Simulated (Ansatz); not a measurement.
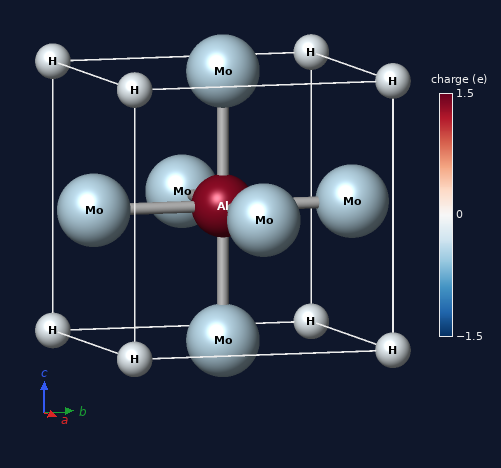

Drawn in the ball-and-stick manner and seen slightly off an axis. The parallelepiped is the simulation cell. The atoms of this AlMo$_{3}$H cell are coloured by their Bader charge.

Results below were computed with DFT PBE, scalar-relativistic, plane waves, PAW (Ansatz 0.2.0); the settings were a kinetic-energy cutoff of 420 eV, an 8×8×8 k-point grid, Gaussian smearing of 0.1 eV, no spin polarisation.

> Which way does the charge move?

Most positive: Al; most negative: Mo. Charges: about Al +1.4 e; Mo -0.4 e; H -0.1 e.

It derives from a structure type filled with these elements by a generator (whether the compound takes this form wasn't checked). Earlier steps of the study may have refined or changed the cell and positions. It was the input of a calculation with Ansatz.
